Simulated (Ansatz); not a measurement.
# Calculations on WH₆OCl₂

## 1. Relaxation

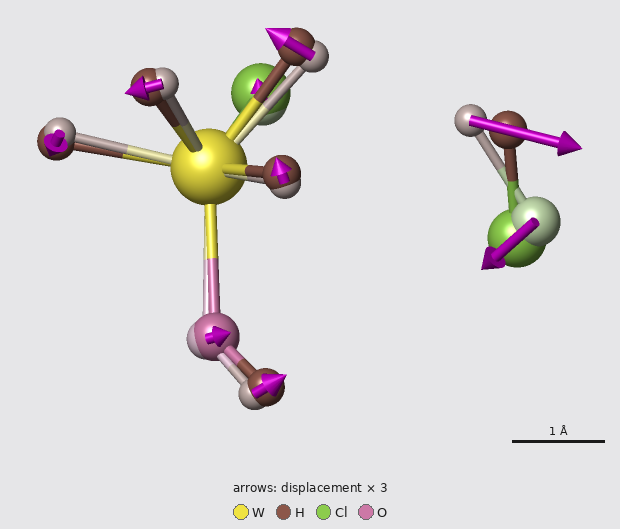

A relaxation of WH6OCl2. The starting structure is drawn faded, the final one solid; purple arrows show the displacements, 3 times their true length. The two geometries are superimposed by the best rigid fit.

Style: ball-and-stick. Shown at a tilt.

The run prepares an end point of a later path (reaction) calculation, from a guessed geometry.

Computed with Ansatz, RKS CAM-B3LYP-D4/def2-SVP.

Input file:
```yaml
crystal:
  periodic: [false, false, false]
  atoms:
    - { symbol: W, position_ang: [-0.168162, -0.400036, -0.179065] }
    - { symbol: H, position_ang: [-0.300431, 0.047046, 1.465643] }
    - { symbol: H, position_ang: [1.240614, -0.708253, 0.680591] }
    - { symbol: H, position_ang: [0.735552, 0.898116, 0.339153] }
    - { symbol: Cl, position_ang: [-2.270843, -1.178909, 0.303414] }
    - { symbol: H, position_ang: [0.667928, -1.819445, -0.524796] }
    - { symbol: O, position_ang: [-0.018008, 0.538803, -1.776441] }
    - { symbol: H, position_ang: [0.225975, 1.454219, -1.964832] }
    - { symbol: Cl, position_ang: [-1.762222, 2.644481, 0.856817] }
    - { symbol: H, position_ang: [-1.184004, 1.681177, 1.576516] }
basis:
  gaussian: { orbitals: def2-SVP }
hamiltonian:
  xc: cam_b3lyp
  dispersion: d4
relax:
  f_tol: 0.03
  max_steps: 50
```

Run as
```bash
ansatz run input.yaml --threads 4 --pin off --max-ram 5120MiB --backend cpu --events-out ev --progress --plain --runs-dir out
```

> What did the optimiser do to the structure, and how much energy did it gain?

H10 moves most after the best rigid fit: 0.43 Å. By element the largest moves are H 0.43 Å, Cl 0.31 Å, O 0.10 Å, W 0.03 Å. Some distances before and after: W1–H10 2.906 → 3.310 Å, W1–Cl9 3.589 → 3.447 Å, Cl9–H10 1.334 → 1.290 Å, W1–H2 1.710 → 1.681 Å. Over 9 accepted moves (10 points after the start) the energy falls by 4.97 kJ/mol. Largest force component: 0.82 eV/Å at the start, 0.018 eV/Å at the end. The line search rejected the trial step at point 3 of the run. The run took 28 s on 4 threads of Arm Neoverse V2 (shared host), peak memory 0.32 GiB.

## 2. Relaxation

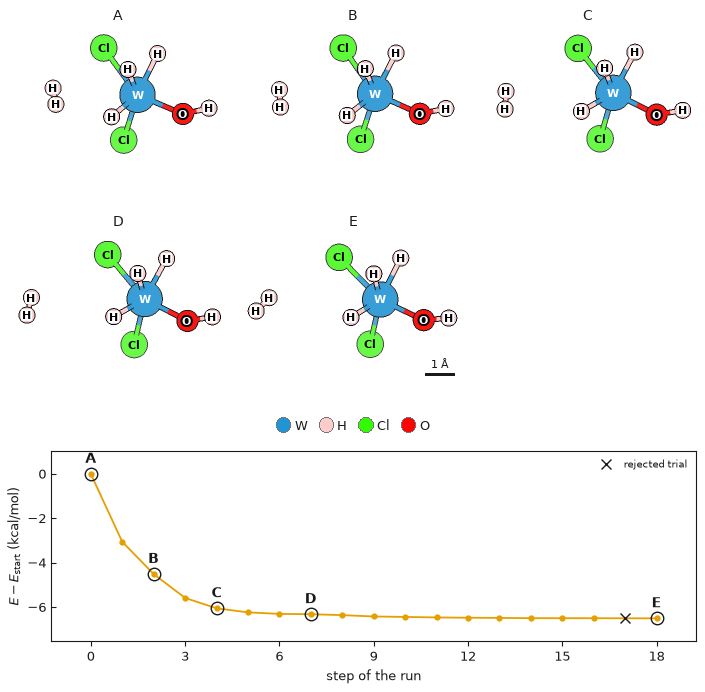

Frames of a relaxation of WH₆OCl₂, marked on the history of the run. Style: ball-and-stick. Shown at a tilt.

The run prepares an end point of a later path (reaction) calculation, from a guessed geometry.

Theory: Ansatz 0.2.0, RKS CAM-B3LYP-D4/def2-SVP.

Input
```yaml
crystal:
  periodic: [false, false, false]
  atoms:
    - { symbol: W, position_ang: [-0.425289, 0.421297, -0.323944] }
    - { symbol: H, position_ang: [-0.46059, -0.625085, 2.411881] }
    - { symbol: H, position_ang: [1.126061, 0.737949, 0.284599] }
    - { symbol: H, position_ang: [0.528733, 1.771812, -0.64564] }
    - { symbol: Cl, position_ang: [-2.528791, -0.635147, -0.312409] }
    - { symbol: H, position_ang: [0.332042, -0.847734, 0.43733] }
    - { symbol: O, position_ang: [0.073418, -0.034806, -2.008924] }
    - { symbol: H, position_ang: [0.459609, 0.271201, -2.840813] }
    - { symbol: Cl, position_ang: [-1.227034, 2.080046, 1.157336] }
    - { symbol: H, position_ang: [-0.711757, 0.017668, 2.617583] }
basis:
  gaussian: { orbitals: def2-SVP }
hamiltonian:
  xc: cam_b3lyp
  dispersion: d4
relax:
  f_tol: 0.03
  max_steps: 50
output:
  orbitals: {}
```

Command:
```bash
ansatz run input.yaml --threads 4 --pin off --max-ram 5120MiB --backend cpu --events-out ev --progress --plain --runs-dir out
```

What happens along the run?

The largest move after the best rigid fit is that of H2, 1.22 Å. Largest moves by element: H 1.22 Å, Cl 0.44 Å, W 0.29 Å, O 0.21 Å. Near-neighbour distances that change, for instance: W1–H2 2.929 → 4.433 Å, W1–H10 2.983 → 3.920 Å, W1–Cl9 2.364 → 2.281 Å, H2–H10 0.720 → 0.763 Å. Among the angles between lasting bonds that change: H6–W1–Cl9 113.8° → 98.1°, O7–W1–Cl9 148.3° → 161.0°, H3–W1–Cl5 154.1° → 161.0°. Over 17 accepted moves (18 points after the start) the energy falls by 6.51 kcal/mol. The largest force component goes from 1.6 to 0.018 eV/Å. The line search rejected the trial step at point 17 of the run. Cost: 47 s on 4 threads of Arm Neoverse V2 (shared host), peak memory 0.32 GiB. From step 0 to 2: H2 moves most (0.38 Å), energy −4.51 kcal/mol. From step 2 to 4: H2 moves most (0.38 Å), energy −1.54 kcal/mol. From step 4 to 7: H2 moves most (0.29 Å), energy −0.27 kcal/mol. From step 7 to 18: H2 moves most (0.25 Å), energy −0.19 kcal/mol.

## 3. Path

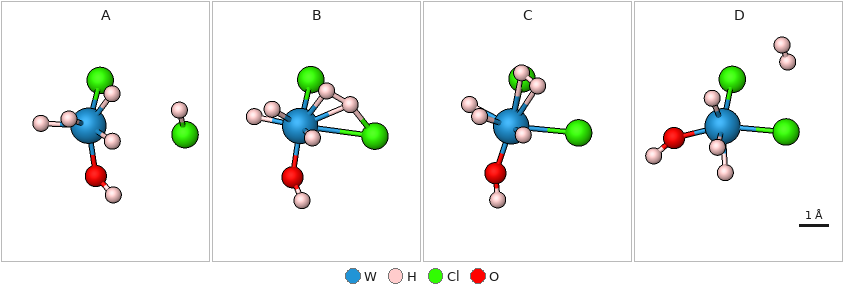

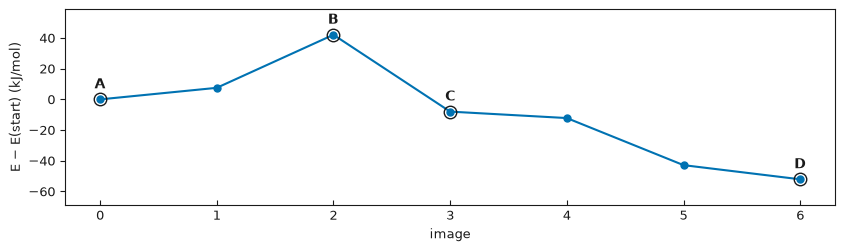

A search for the minimum-energy path of WH6OCl2, made up at the start of WH5OCl and HCl by the nudged elastic band. Images are numbered from 0 (start) to 6 (end). Frames A to D are images 0, 2, 3, 6. The picture is a ball-and-stick view, seen face on.

Theory: Ansatz, RKS CAM-B3LYP-D4/def2-SVP. Set-up: 5 movable images; climbing image; force threshold 0.05 eV/Å; iteration limit 60; starting path through a guess of the saddle point.

> Describe the mechanism and the energy profile.

Breaking: Cl–H (1.29 → 3.08 Å), H–W (1.68 → 4.43 Å). Forming: H–H (2.47 → 0.76 Å), Cl–W (3.45 → 2.28 Å). The highest point, image 2, lies 42.1 kJ/mol above the start and 94.2 kJ/mol above the end; the end is at −52.1 kJ/mol relative to the start. The band converged in 38 iterations. The largest component of the band force went from 7.1 to 0.039 eV/Å. The climbing image converged on the top of the path. Its vibrational analysis gives one imaginary mode (656i cm⁻¹), as a transition state must have.

Limits of the set-up: the start holds two separate molecules, 2.5 Å apart at their closest, whose relative position is a soft coordinate.

Cost: 7.7 min on 4 threads of Arm Neoverse V2, with other jobs on the host, peak memory 0.36 GiB.
